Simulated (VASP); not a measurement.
Band structure of Sn (space group I4/mmm). Computed with PBEsol GGA, VASP's PBE PAW potentials (set 64) (plane waves; VASP).

Unless said otherwise, spin-orbit coupling is left out, though it shifts the bands of the heavy elements here.

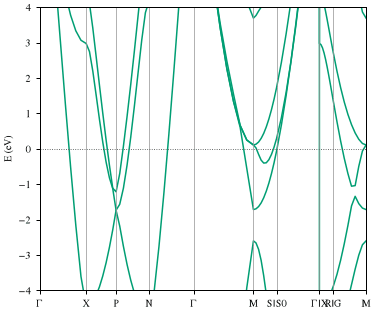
Figure: Bands along high-symmetry lines, zero at the valence-band maximum or, without a gap, the Fermi level

Problem. Read the plot: is there a gap, and where are the band edges?

Solution. It has no gap at this level: it comes out as a metal or semimetal. (Edges off the drawn lines would not show.)

The structure comes from a measured Sn entry (I4/mmm) of the Crystallography Open Database, whose conditions weren't checked. It was relaxed first, which changed the volume by -11 %.
